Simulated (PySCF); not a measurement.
# trans-1-Chloro-1,1,2-Trifluoroethane (C2H2ClF3): electronic excitations and core binding energies

What electronic excitations and core binding energies should trans-1-Chloro-1,1,2-Trifluoroethane (C2H2ClF3) (`FCC(F)(F)Cl`) show?

The runs use PySCF 2.14.0, with density-fitted response routines of our own; the level of theory stands in each step. All values are computed, except where a source is named. Atoms are numbered from 0 throughout.

### 1 Starting geometry

8 atoms, charge 0, multiplicity 1; geometry from: GFN2-xTB.

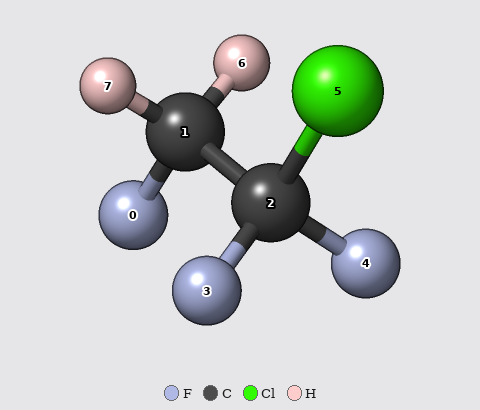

The starting geometry (fluorine light blue, carbon dark grey, chlorine green, hydrogen pink), atoms numbered.

### 2 Excited states and response: PBE0/def2-SVPD

What the job is given:

```
{"job": {"kind": "uv", "xc": "PBE0", "basis": "def2-SVPD", "nstates": 8, "ntriplets": 3}, "charge": 0, "multiplicity": 1}
F     -1.438087    -1.116192     0.014789
C     -0.806465     0.089350     0.010101
C      0.707891    -0.112843    -0.014622
F      1.138637    -0.802490     1.049131
F      1.104768    -0.793092    -1.097435
Cl     1.510728     1.487237    -0.021016
H     -1.118426     0.632820    -0.886736
H     -1.089989     0.624622     0.921223
```

Level: TDDFT PBE0/def2-SVPD, vertical, gas phase, core orbitals frozen in the response.

What it wrote:

```text
coarse grid: 8296 points
cycle   1  E = -835.9945304441  dE =  8.024e-01  |g| = 8.148e-01  |ddm| = 3.446e+00
cycle   2  E = -835.8068294758  dE =  1.877e-01  |g| = 1.339e+00  |ddm| = 1.945e+00
cycle   3  E = -836.1198925374  dE = -3.131e-01  |g| = 4.054e-02  |ddm| = 1.195e+00
cycle   4  E = -836.1201105781  dE = -2.180e-04  |g| = 2.296e-02  |ddm| = 8.839e-02
cycle   5  E = -836.1202006484  dE = -9.007e-05  |g| = 8.235e-03  |ddm| = 3.166e-02
cycle   6  E = -836.1202142615  dE = -1.361e-05  |g| = 1.134e-03  |ddm| = 1.031e-02
cycle   7  E = -836.1202145345  dE = -2.731e-07  |g| = 2.496e-04  |ddm| = 2.185e-03
final grid: 79720 points
cycle   8  E = -836.2150640668  dE = -2.296e-05  |g| = 6.909e-03  |ddm| = 4.024e-02
cycle   9  E = -836.2150555541  dE =  8.513e-06  |g| = 1.004e-02  |ddm| = 1.434e-02
cycle  10  E = -836.2150732637  dE = -1.771e-05  |g| = 7.339e-04  |ddm| = 8.074e-03
cycle  11  E = -836.2150733732  dE = -1.095e-07  |g| = 1.501e-04  |ddm| = 9.415e-04
cycle  12  E = -836.2150733772  dE = -4.062e-09  |g| = 5.106e-05  |ddm| = 1.978e-04
cycle  13  E = -836.2150733777  dE = -4.620e-10  |g| = 1.457e-05  |ddm| = 6.544e-05
converged SCF energy = -836.2150733777

Static polarisability (au): isotropic 42.937, principal 38.147 39.857 50.806

Singlet excitations
state   eV       nm        f      main configurations
  1   7.7520    159.9   0.00039   H->L 0.97
  2   7.7752    159.5   0.00755   H-1->L 0.95
  3   8.9083    139.2   0.08682   H-2->L 0.92
  4   9.1041    136.2   0.00008   H-3->L 0.84, H->L+1 0.10
  5   9.2917    133.4   0.03382   H->L+1 0.85, H-3->L 0.09
  6   9.2988    133.3   0.04623   H-1->L+1 0.96
  7   9.7985    126.5   0.04200   H-1->L+2 0.61, H-2->L+1 0.29
  8   9.8203    126.3   0.02178   H->L+2 0.91

Triplet excitations (Tamm-Dancoff, eV): 6.9054 6.9361 7.9150
```

Wall time 25 s (1 thread, shared host).

Frontier orbitals and where they lie:

```
orbital      eV                       atoms
 HOMO−3  -10.92   F0 50 %, C1 22 %, H7 10 %
 HOMO−2  -10.65  F0 22 %, Cl5 21 %, C1 14 %
 HOMO−1   -9.90    Cl5 78 %, C2 9 %, F0 5 %
   HOMO   -9.87    Cl5 82 %, C2 5 %, F4 4 %
   LUMO   -0.34   Cl5 52 %, C2 28 %, C1 6 %
 LUMO+1    0.60  C1 26 %, Cl5 23 %, H6 11 %
 LUMO+2    1.33  Cl5 31 %, F0 17 %, H6 11 %
```

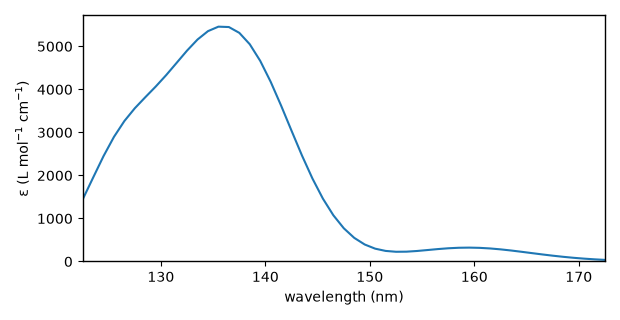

Absorption spectrum: each of the 8 states is a Gaussian band of 0.4 eV half-width at 1/e. Beyond the last state computed it falls off for lack of states.

Further results of this job:

```
           property  computed
  dipole moment (D)      1.99
polarisability (Å³)      6.36
 HOMO–LUMO gap (eV)      9.53
      −ε(HOMO) (eV)      9.87
```

### 3 Core-electron binding energies: SCAN, X2C

Same as in step 2 but for these lines:

```diff
@@ -1,2 +1,2 @@
-{"job": {"kind": "uv", "xc": "PBE0", "basis": "def2-SVPD", "nstates": 8, "ntriplets": 3}, "charge": 0, "multiplicity": 1}
+{"job": {"kind": "xps"}, "charge": 0, "multiplicity": 1}
 F     -1.438087    -1.116192     0.014789
```

With the program's defaults for keys left out, this is: delta-SCF UKS SCAN, pcX-2 on the ionised atom, pcseg-1 elsewhere, spin-free X2C.

What it wrote:

```text
ground state, core basis on atom 0 (F), 129 functions
  cycle   1  E = -838.47382373  |g| = 8.57e-01
  cycle   2  E = -838.14494298  |g| = 1.67e+00
  cycle   3  E = -838.59473174  |g| = 7.55e-02
  cycle   4  E = -838.59570711  |g| = 4.18e-02
  cycle   5  E = -838.59605904  |g| = 1.40e-02
  cycle   6  E = -838.59609554  |g| = 3.53e-03
  cycle   7  E = -838.59609754  |g| = 1.09e-03
  cycle   8  E = -838.59609748  |g| = 3.64e-04
  E(ground) = -838.59514242 Eh
hole in F 1s of atom 0
  cycle   1  E = -812.22135228  |g| = 2.58e+00
  cycle   2  E = -811.11238099  |g| = 2.51e+00
  cycle   3  E = -812.69951571  |g| = 8.20e-01
  cycle   4  E = -813.03573714  |g| = 3.60e-01
  cycle   5  E = -813.09396275  |g| = 1.38e-01
  cycle   6  E = -813.10276103  |g| = 4.70e-02
  cycle   7  E = -813.10374984  |g| = 6.95e-03
  cycle   8  E = -813.10376492  |g| = 3.98e-03
  cycle   9  E = -813.10376854  |g| = 1.31e-03
  cycle  10  E = -813.10376867  |g| = 2.16e-04
  E(ion) = -813.10893054 Eh   <S^2> = 0.7571   hole on atom = 1.000   binding energy = 693.515 eV
ground state, core basis on atom 1 (C), 129 functions
  cycle   1  E = -838.55497186  |g| = 9.03e-02
  cycle   2  E = -838.55340408  |g| = 1.22e-01
  cycle   3  E = -838.55566480  |g| = 2.09e-02
  cycle   4  E = -838.55572991  |g| = 7.08e-03
  cycle   5  E = -838.55574063  |g| = 1.27e-03
  cycle   6  E = -838.55573911  |g| = 2.49e-04
  E(ground) = -838.55285879 Eh
hole in C 1s of atom 1
  cycle   1  E = -827.18951805  |g| = 1.50e+00
  cycle   2  E = -823.90180764  |g| = 2.65e+00
  cycle   3  E = -827.19255088  |g| = 1.07e+00
  cycle   4  E = -827.64873900  |g| = 4.82e-01
  cycle   5  E = -827.72053617  |g| = 1.84e-01
  cycle   6  E = -827.72944971  |g| = 7.64e-02
  cycle   7  E = -827.73187047  |g| = 2.01e-02
  cycle   8  E = -827.73203662  |g| = 7.03e-03
  cycle   9  E = -827.73206036  |g| = 4.25e-03
  cycle  10  E = -827.73206705  |g| = 1.36e-03
  cycle  11  E = -827.73206936  |g| = 4.12e-04
  E(ion) = -827.72969714 Eh   <S^2> = 0.7714   hole on atom = 1.000   binding energy = 294.513 eV
ground state, core basis on atom 2 (C), 129 functions
  cycle   1  E = -838.56369540  |g| = 6.34e-02
  cycle   2  E = -838.56353282  |g| = 4.07e-02
  cycle   3  E = -838.56366575  |g| = 3.31e-02
  cycle   4  E = -838.56388763  |g| = 4.42e-03
  cycle   5  E = -838.56388609  |g| = 1.24e-03
  cycle   6  E = -838.56388571  |g| = 3.08e-04
  E(ground) = -838.56016667 Eh
hole in C 1s of atom 2
  cycle   1  E = -827.06992621  |g| = 1.51e+00
  cycle   2  E = -823.66411984  |g| = 3.21e+00
  cycle   3  E = -827.45288143  |g| = 6.68e-01
  cycle   4  E = -827.54504153  |g| = 4.90e-01
  cycle   5  E = -827.61862366  |g| = 1.06e-01
  cycle   6  E = -827.62227801  |g| = 2.16e-02
  cycle   7  E = -827.62244447  |g| = 1.12e-02
  cycle   8  E = -827.62248908  |g| = 6.18e-03
  cycle   9  E = -827.62251518  |g| = 2.03e-03
  cycle  10  E = -827.62252306  |g| = 9.91e-04
  cycle  11  E = -827.62252291  |g| = 5.18e-04
  cycle  12  E = -827.62252412  |g| = 2.87e-04
  E(ion) = -827.61725366 Eh   <S^2> = 0.7822   hole on atom = 1.000   binding energy = 297.772 eV
ground state, core basis on atom 3 (F), 129 functions
  cycle   1  E = -838.59469461  |g| = 1.19e-01
  cycle   2  E = -838.59419439  |g| = 7.30e-02
  cycle   3  E = -838.59430887  |g| = 6.77e-02
  cycle   4  E = -838.59493306  |g| = 3.84e-03
  cycle   5  E = -838.59493488  |g| = 8.89e-04
  cycle   6  E = -838.59493558  |g| = 2.21e-04
  E(ground) = -838.59457105 Eh
hole in F 1s of atom 3
  cycle   1  E = -812.18765126  |g| = 2.58e+00
  cycle   2  E = -811.78175579  |g| = 2.32e+00
  cycle   3  E = -812.88143650  |g| = 6.55e-01
  cycle   4  E = -812.97483041  |g| = 4.90e-01
  cycle   5  E = -813.07569006  |g| = 5.54e-02
  cycle   6  E = -813.07614237  |g| = 4.10e-02
  cycle   7  E = -813.07682659  |g| = 9.35e-03
  cycle   8  E = -813.07685973  |g| = 2.11e-03
  cycle   9  E = -813.07686164  |g| = 7.34e-04
  cycle  10  E = -813.07686206  |g| = 3.27e-04
  E(ion) = -813.08138883 Eh   <S^2> = 0.7572   hole on atom = 1.000   binding energy = 694.249 eV
ground state, core basis on atom 5 (Cl), 140 functions
  cycle   1  E = -838.73389679  |g| = 4.92e-01
  cycle   2  E = -838.73174151  |g| = 1.53e-01
  cycle   3  E = -838.72759186  |g| = 2.19e-01
  cycle   4  E = -838.73524675  |g| = 1.20e-02
  cycle   5  E = -838.73526396  |g| = 5.38e-03
  cycle   6  E = -838.73526989  |g| = 9.22e-04
  cycle   7  E = -838.73526627  |g| = 1.66e-04
  E(ground) = -838.71864075 Eh
hole in Cl 1s of atom 5
  cycle   1  E = -733.50449660  |g| = 5.47e+00
  cycle   2  E = -733.61106422  |g| = 2.33e+00
  cycle   3  E = -734.00179364  |g| = 1.33e+00
  cycle   4  E = -734.69539156  |g| = 3.78e-01
  cycle   5  E = -734.72635621  |g| = 1.83e-01
  cycle   6  E = -734.73695164  |g| = 4.97e-02
  cycle   7  E = -734.73781577  |g| = 2.07e-02
  cycle   8  E = -734.73795467  |g| = 7.66e-03
  cycle   9  E = -734.73797847  |g| = 1.79e-03
  cycle  10  E = -734.73797938  |g| = 9.07e-04
  cycle  11  E = -734.73797885  |g| = 3.24e-04
  E(ion) = -734.72934770 Eh   <S^2> = 0.7527   hole on atom = 1.000   binding energy = 2829.693 eV
hole in Cl 2p of atom 5
  cycle   1  E = -830.63864375  |g| = 1.70e+00
  cycle   2  E = -830.33839721  |g| = 1.48e+00
  cycle   3  E = -830.90533989  |g| = 6.99e-01
  cycle   4  E = -831.08324517  |g| = 1.58e-01
  cycle   5  E = -831.08855295  |g| = 9.06e-02
  cycle   6  E = -831.09194562  |g| = 2.49e-02
  cycle   7  E = -831.09216422  |g| = 9.82e-03
  cycle   8  E = -831.09219245  |g| = 3.42e-03
  cycle   9  E = -831.09219691  |g| = 3.29e-04
  E(ion) = -831.08473109 Eh   <S^2> = 0.7523   hole on atom = 1.001   binding energy = 207.729 eV
  2p3/2 = 207.128 eV   2p1/2 = 208.782 eV
```

Run time: 38 s. Hardware: 1 thread, shared host.

Binding energies by hole, beside the orbital energy of the ground state; the difference holds orbital relaxation and, for a density functional, its self-interaction error:

```
       hole  stands for                                        environment  ΔSCF (eV; 2p as the shell's mean)  −ε (eV)   ⟨S²⟩
  F1s on F0          F0                          fluorine on an sp3 carbon                             693.52    667.3  0.757
  C1s on C1          C1                                sp3 CH2 bonded to F                             294.51    276.9  0.771
  C1s on C2          C2  fully substituted sp3 carbon bonded to Cl and 2 F                             297.77    280.4  0.782
  F1s on F3      F3, F4                            fluorine of a CF2 group                             694.25    668.2  0.757
Cl1s on Cl5         Cl5                               chlorine bonded to C                            2829.69   2764.4  0.753
Cl2p on Cl5         Cl5                               chlorine bonded to C                             207.68    194.3  0.752
```

Each hole run stands for the others of its class of like atoms.

With the spin-orbit splitting: Cl5 2p3/2 207.13, 2p1/2 208.78 eV. The table gives each 2p level as the mean over the whole 2p shell (two parts 2p3/2, one part 2p1/2), which differs a little from the single hole in the log.

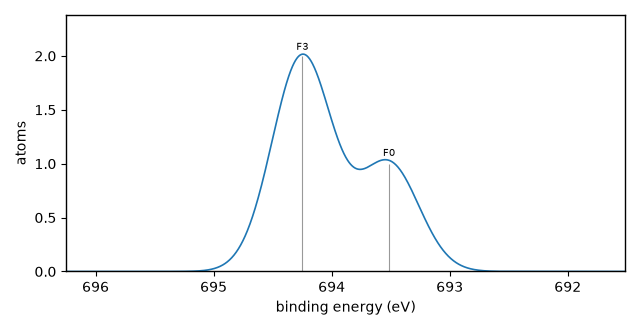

The F1s photoelectron lines, weighted by the number of atoms. Lines are broadened to a width of 0.60 eV (Gaussian).

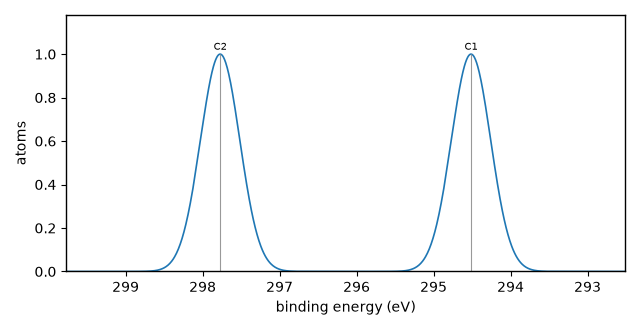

The C1s photoelectron lines, weighted by the number of atoms. Lines are broadened to a width of 0.60 eV (Gaussian).

### 4 Outcome

| quantity | value |
| --- | --- |
| lowest singlet (PBE0/def2-SVPD) | 7.75 eV (160 nm), f = 0.000 |
| brightest single state of those computed | state 3, 8.91 eV, f = 0.087 |
| lowest triplet | 6.91 eV |
| F1s binding energies, SCAN/pcX-2 | F3 694.25, F0 693.52 eV |
| C1s binding energies, SCAN/pcX-2 | C2 297.77, C1 294.51 eV |
| Cl1s binding energies, SCAN/pcX-2 | Cl5 2829.69 eV |
| Cl2p binding energies, SCAN/pcX-2 | Cl5 207.68 eV |

**Reading.** The lowest singlet, at 7.75 eV, is HOMO→LUMO 0.97 and is dark; of the 8 states computed, the strongest absorption comes from state 3 at 8.91 eV. The lowest triplet lies 0.85 eV below the lowest singlet (triplets in Tamm-Dancoff, singlets in full TDDFT). F3 (fluorine of a CF2 group) binds its F1s electron 0.73 eV more tightly than F0 (fluorine on an sp3 carbon). C2 (fully substituted sp3 carbon bonded to Cl and 2 F) binds its C1s electron 3.26 eV more tightly than C1 (sp3 CH2 bonded to F).
